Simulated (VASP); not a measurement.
Given:

```yaml
crystal:
  lattice:
    - [3.74554, 0.00000, 0.00000]
    - [0.00000, 3.74554, 0.00000]
    - [0.00000, 0.00000, 3.74554]
  atoms:
    - { symbol: Y, position: [0.00000, 0.00000, 0.00000] }
    - { symbol: Sb, position: [0.50000, 0.50000, 0.50000] }
```

All values below come from PBEsol GGA, VASP's PBE PAW potentials (set 64) (plane waves; VASP). Run with 400 eV cut-off, 11×11×11 Γ-centred mesh, tetrahedra with Blöchl corrections, potentials Y_sv Sb.

Unless said otherwise, spin-orbit coupling is left out, though it shifts the bands of the heavy elements here.

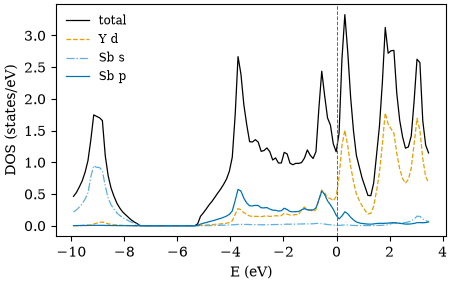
Figure: Total and projected density of states, zero at the Fermi level

Within 2 eV below the Fermi level the largest weight inside VASP's projection spheres is Y d, then Sb p.

It has no gap at this level: it comes out as a metal or semimetal.

The structure was generated: YSb was put into the CsCl type type (Pm-3m), which need not be its known phase. It was relaxed first, which changed the volume by -33 %.
